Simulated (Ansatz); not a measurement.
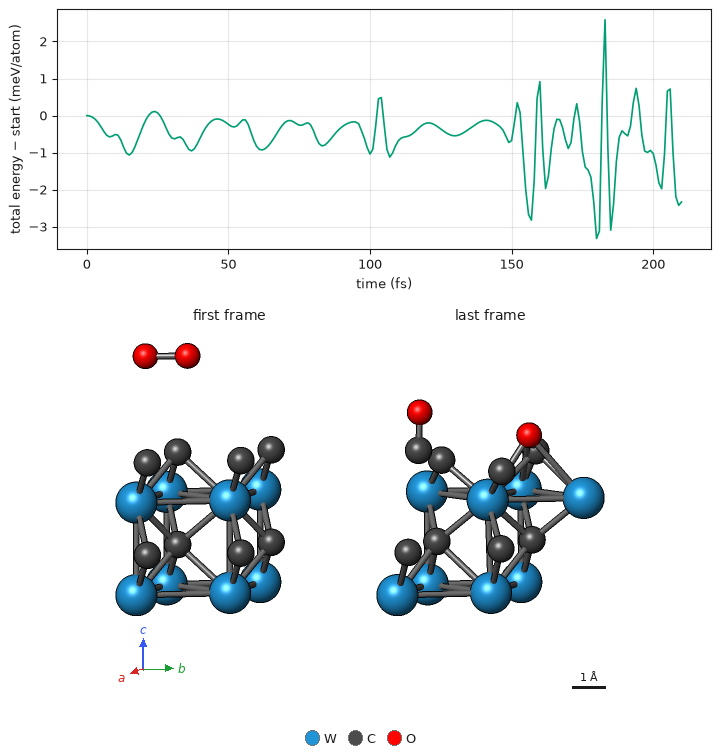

Molecular dynamics of O2 on WC(001) (18 atoms in the cell), 210 fs long. The picture is a ball-and-stick view of the simulation cell, with the vacuum cut short, seen slightly off an axis. Bonds to atoms that aren't drawn are left out.

These are results of DFT PBE-D3(BJ), scalar-relativistic, plane waves, PAW in Ansatz, not measurements. Settings: plane-wave cutoff 420 eV; k-point mesh 3 × 3 × 1; Fermi-Dirac smearing 0.15 eV; spin collinear; low-accuracy preset; 4 atoms held fixed; constant energy (NVE); time step 1 fs; at the start 2 atoms move with typed velocities and the others are at rest.

### Check the integration.

The total energy stays between −3.3 and 2.6 meV per atom of its start. A straight-line fit has a slope that amounts to −0.59 meV per atom over 210 fs (0.3 % of the mean kinetic energy), its mean offset in the second half is 0.4 %, and the ripple about the line is 0.7 % of the kinetic energy's fluctuation. With a drift under 2 % and a ripple under 7 %, the integration is accurate. The mean temperature in the second half is 2387 K (standard deviation 997 K). It is well above the start because potential energy is released as heat. The potential energy in the second half lies on average 218 meV per atom below the first frame.

Limits of the set-up: the program's low-accuracy preset was used; the periodic images lie only 5.8 Å apart, so the values are limited by the cell's size.

PAW datasets: the set soft_1.
